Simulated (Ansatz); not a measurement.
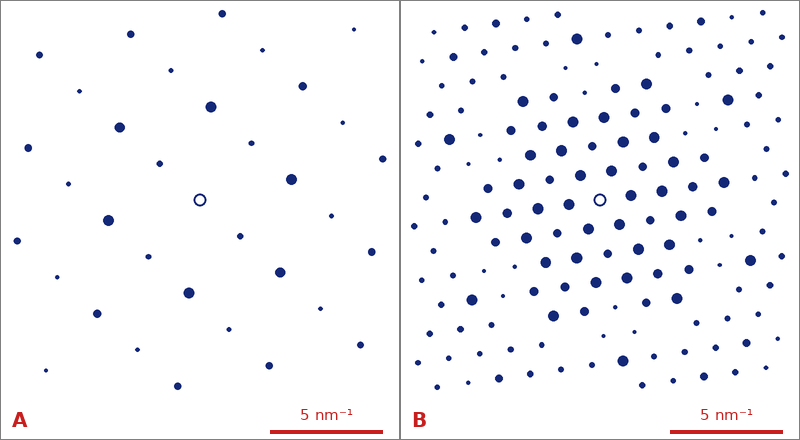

Kinematic electron diffraction patterns (300 kV, B = 0.5 Å², same scale, each along a low-index zone) of two structures of composition BeAs3, each relaxed at zero pressure with DFT PBE, scalar-relativistic, plane waves, PAW in Ansatz 0.2.0.

The structures (standard cells):
1. P6_3/mmc (No. 194), a = 8.210 Å, c = 3.592 Å (hexagonal axes), 8 atoms; generated start, possibly hypothetical
2. Pm-3m (No. 221), a = 4.106 Å, 4 atoms; generated start, possibly hypothetical

**Which pattern belongs to which structure, and along which zone?**

A is structure 2 along [110] or an equivalent direction: rectangular net of 0 0 1 at d = 4.11 Å and 1 -1 0 at d = 2.90 Å, 90.0° apart. B is structure 1 along [001]: hexagonal net of 1 -1 0 at d = 7.11 Å and 1 0 0 at d = 7.11 Å, 60.0° apart (some points of this net are extinct or too weak to see).

**Rank the structures by their computed energy.**

Structure 1 (P6_3/mmc, 26.21 Å³ an atom) is the lowest of these; structure 2 (Pm-3m, 17.31 Å³ an atom) lies about 450 meV an atom higher. These are static energies at 0 K; other structures, not shown, may lie lower still.
